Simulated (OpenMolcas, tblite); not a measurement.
**How methods differ on CH5FOSn (SMILES [CH3][SnH]([OH])[F])**

The species is CH5FOSn (9 atoms), meant as a singlet with charge 0. As SMILES, `[CH3][SnH]([OH])[F]`. Geometry: relaxed at PBE0-D4/def2-TZVP. This is one conformer, not always the lowest.

```xyz
9

C    -0.3480    1.3209   -0.1726
Sn   -0.2712   -0.7574    0.2376
O     1.5274   -1.3464    0.7250
F    -0.6132   -1.5960   -1.4646
H    -1.3617    1.6034   -0.4558
H    -0.0436    1.8854    0.7085
H     0.3298    1.5391   -0.9976
H    -1.3087   -1.4770    1.3718
H     2.1777   -1.2184    0.0306
```

Quantity: the vertical ionisation energy (to the doublet cation), in eV. The values are calculated.

```tsv
level	kind	program	value (eV)	CPU time (all runs)
GFN1-xTB	semi-empirical	tblite	15.73	under 2 s
IPEA1-xTB	semi-empirical	tblite	15.02	under 2 s
HF/def2-SVP (core potential)	Hartree–Fock	OpenMolcas	9.80	27 s
SVWN5/def2-SVP (core potential)	LDA	OpenMolcas	10.15	58 s
BLYP/def2-SVP (core potential)	GGA	OpenMolcas	9.82	1.7 min
r2SCAN/def2-SVP (core potential)	meta-GGA	OpenMolcas	10.22	2.4 min
B3LYP/def2-SVP (core potential)	global hybrid	OpenMolcas	10.41	94 s
```

Spin-orbit coupling, which can split open shells on such heavy atoms by tenths of an eV, is left out. The values span 9.80 to 15.73 eV. The xTB values lack the empirical shift that such differences need. Times are those of the runs behind each value, whatever else they computed, on shared processors of several kinds: orders of magnitude only.

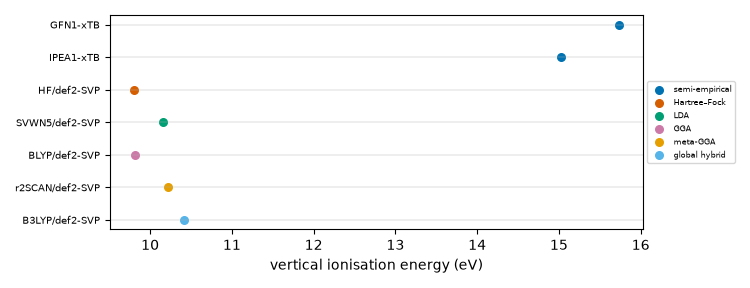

The values of the table, level by level.
